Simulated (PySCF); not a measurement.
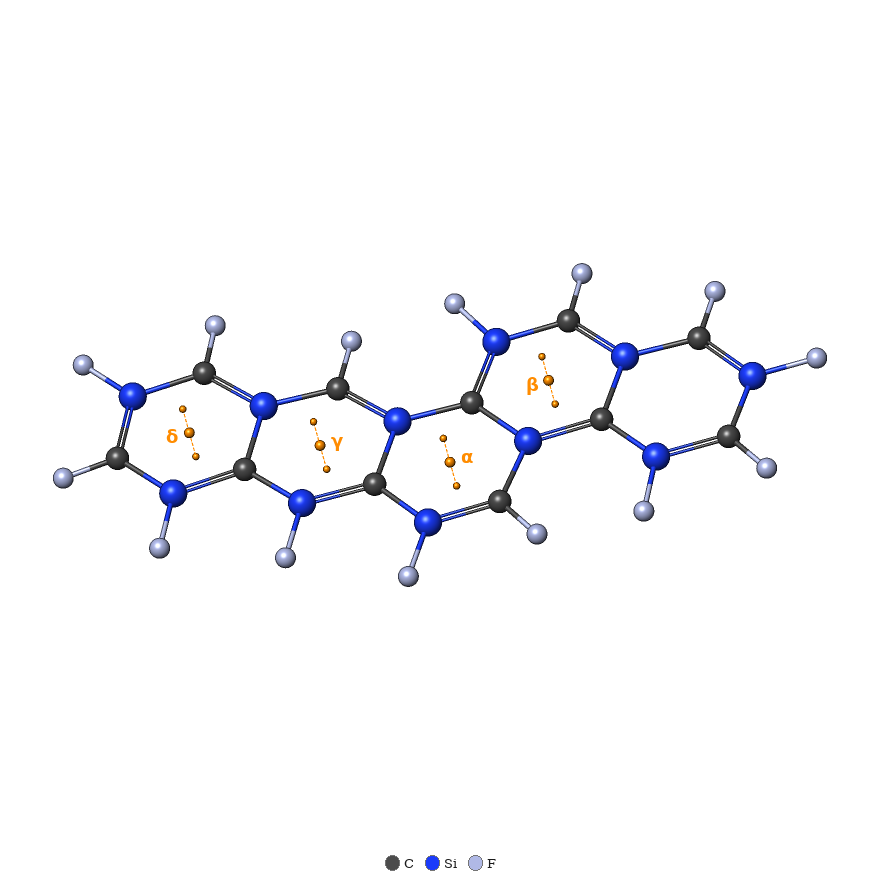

The small points mark where nucleus-independent chemical shifts (NICS) were computed: at the centre of each lettered ring and 1 Å above and below it. The geometry was computed by an optimisation with GFN2-xTB. No frequency run is at hand to confirm it as a minimum. Method: GIAO KT3/pcSseg-1 NMR shielding, non-relativistic, gas phase (PySCF 2.14.0).

Give NICS(0), NICS(1) and the out-of-plane component NICS(1)zz for each ring (means of the two sides).

| ring | members | NICS(0) | NICS(1) | NICS(1)zz |
| --- | --- | --- | --- | --- |
| α | C3Si3 | −7.2 | −4.3 | −0.1 |
| β | C3Si3 | −7.2 | −4.5 | −1.3 |
| γ | C3Si3 | −8.3 | −5.6 | −4.4 |
| δ | C3Si3 | −11.2 | −7.3 | −7.3 |

Values in ppm.

### What do the values say about the ring currents?

Ring α: weak, as in a non-aromatic ring. Ring β: weak, as in a non-aromatic ring. Ring γ: weak, as in a non-aromatic ring. NICS is one index among several.

The geometry is semi-empirical. Around Si such bond lengths and angles can be off by a tenth of an ångström or more and by several degrees, and values that hang on the shape move with them.
